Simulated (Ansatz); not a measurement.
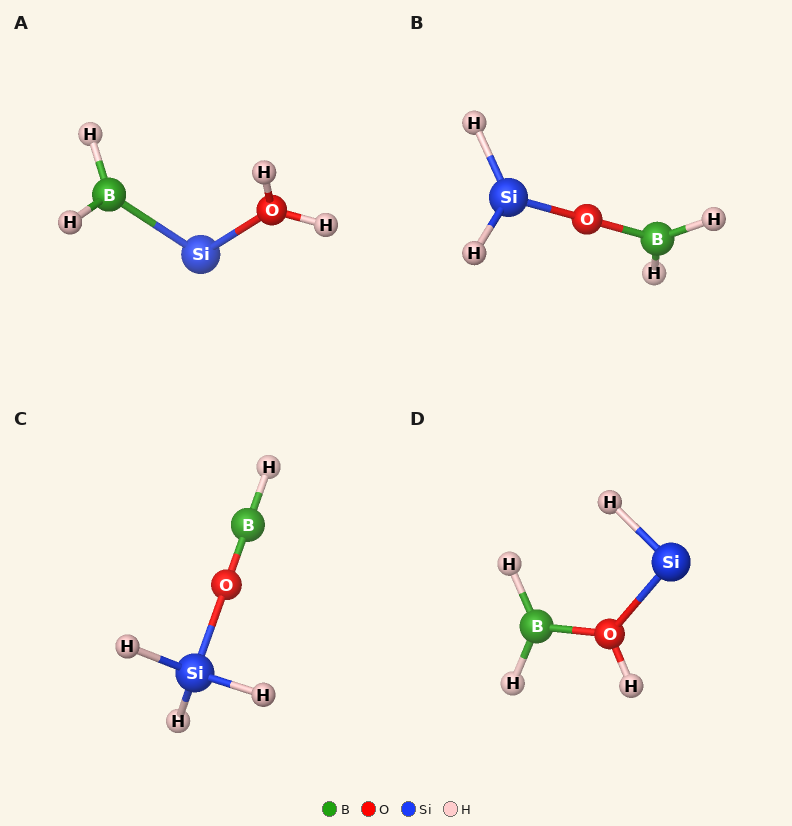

4 stationary structures of one formula. Charge +1, singlet. Geometries: PBE0-D4/def2-TZVP. Electronic energies: RHF-CCSD(T) (frozen core)/def2-TZVPP (Ansatz 0.2.0), without zero-point energy. No frequency run is at hand to confirm each as a minimum. Each is one conformer, not always the lowest.

Rank them by energy, lowest first.

C is lowest (C3v); B lies 76.5 kJ/mol above it (C2v), D lies 171.3 kJ/mol above it (Cs), A lies 315.2 kJ/mol above it (Cs).
